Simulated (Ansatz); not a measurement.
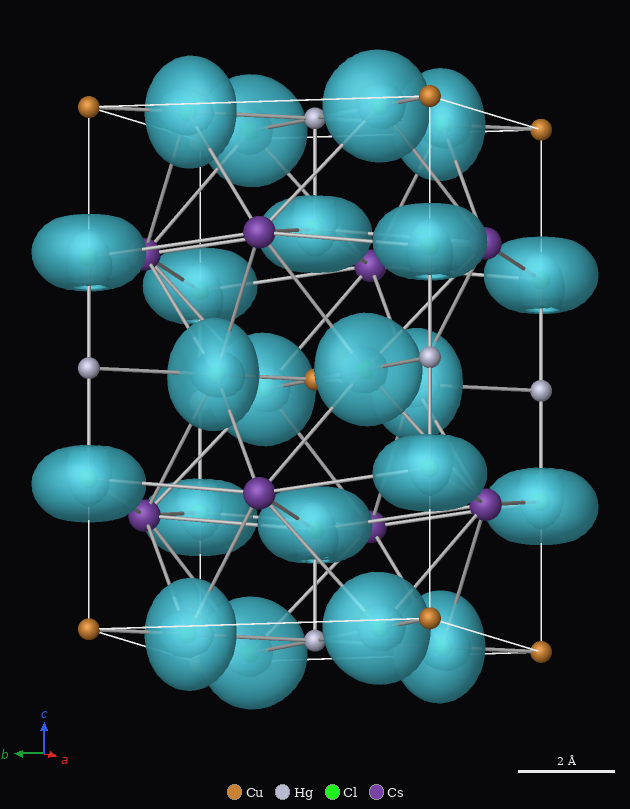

The picture shows: Cs2CuHgCl6. Isosurface of the electron localisation function at 0.8 (cyan), seen at an oblique angle. Only the valence region is drawn (cores and ρ < 0.01 e/Å³ removed). Sticks mark near contacts.

Space group I4/mmm; built by placing these elements on a known structure type; not relaxed (largest force 0.3 eV/Å); Hubbard U of 2.29 eV on Cu d only; spin-polarised.

All numbers below come from DFT, PAW plane waves, PBEsol+U in Ansatz.

> What do the ELF domains correspond to?

The surface consists of twelve regions wrapped around Cl (the valence shell of each), counted in one cell of 20 atoms. Any copies at cell faces, edges or corners count once. Along the contacts the grid gives the following. Cu–Cl (2.32 Å): the ELF peaks at about 0.85 in the valence shell of Cl, 0.8 Å from its nucleus, and is about 0.45 at the midpoint. Hg–Cl (2.34 Å): the ELF peaks at about 0.80 in the valence shell of Cl, 0.8 Å from its nucleus, and is about 0.35 at the midpoint.
